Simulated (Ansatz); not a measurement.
Input

```
crystal:
  lattice:
    - [3.6967153907, 0.0, 0.0]
    - [0.0, 3.6967153907, 0.0]
    - [0.0, 0.0, 10.4609373323]
  atoms:
    - { symbol: Be, position: [0.5, 0.5, 0.0] }
    - { symbol: Be, position: [0.0, 0.0, 0.0] }
    - { symbol: Se, position: [0.5, 0.0, 0.8732821196] }
    - { symbol: Se, position: [0.0, 0.5, 0.1267178804] }
    - { symbol: Se, position: [0.5, 0.5, 0.5] }
    - { symbol: Se, position: [0.0, 0.0, 0.5] }
basis:
  ecutwfc: 420
kpoints:
  mp_grid: { grid: [8, 8, 4] }
hamiltonian:
  xc: pbe
scf:
  occupations: { method: gaussian, width: 0.1 }
output:
  forces: true
  stress: true
  eigenvalues: true
  write_density: true
  write_potential: true
  elf: true
  volumetric_format: npy
relax:
  adjacent_minimum: "off"
  f_tol: 0.01
  max_steps: 80
  cell: { stress_tol: 0.05 }
```

Launched as:

```sh
ansatz run input.yaml --threads 1 --pin off --max-ram 2560MiB --backend cpu --events-out ev --progress --plain --runs-dir out
```

Below, planes, directions and counts refer to the conventional cell (a = 3.69 Å, b = 3.69 Å, c = 11.47 Å, α = 90.00°, β = 90.00°, γ = 90.00°).

The fields are those of the run's last geometry, not of the input's.

Space group P4/nmm; a generated structure, not necessarily the stable one.

All numbers below come from DFT PBE, scalar-relativistic, plane waves, PAW in Ansatz 0.2.0.

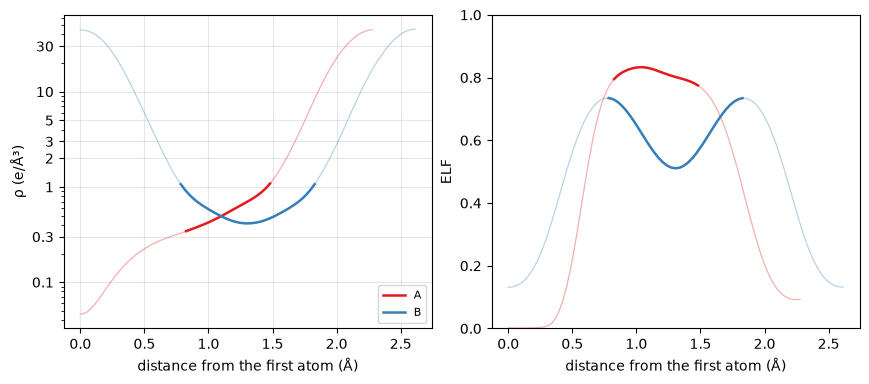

BeSe$_{2}$. Valence charge density (pseudo) and electron localisation function along straight lines between neighbouring atoms. Thin, pale parts lie inside the atomic spheres.

In a PAW calculation such maps are meaningful between the atoms, not at the nuclei.

Which curve belongs to which contact (Be–Se and Se–Se)? The first atom named is at distance zero.

Curve A: Be–Se (2.28 Å): ρ is about 0.53 e/Å³ halfway; the ELF peaks at about 0.85 between the atoms. Curve B: Se–Se (2.61 Å): ρ at the midpoint is about 0.41 e/Å³; the ELF is about 0.50 at the midpoint.
